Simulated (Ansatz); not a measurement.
Start from Ga$_{2}$O$_{3}$ in the corundum structure (space group R-3c, No. 167; a = 5.058 Å, c = 13.623 Å (hexagonal axes)). Axes: x lies along a and z along c of the hexagonal cell.

Now apply this change: tensile biaxial strain of 3.00 % in the plane normal to [001], as in epitaxy on a mismatched substrate; the out-of-plane cell vector and the atoms relax.

Level of theory: DFT with PBE, PAW potentials and a 420 eV plane-wave cutoff in Ansatz (a quantum-chemistry and plane-wave program), no spin-orbit coupling.

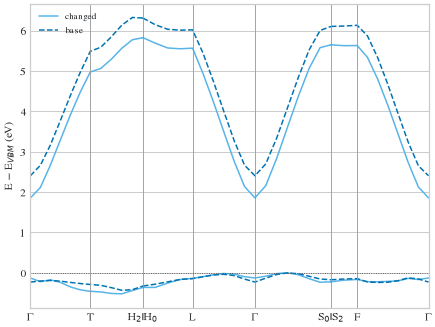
*Highest valence and lowest conduction band along the path, each from its own valence-band maximum*

Question: Read the changed gap and its character from the plot.

Answer: About 1.9 eV, indirect, Γ–S₀ (43 % along) → Γ.

Whether these cells are dynamically stable was not tested.
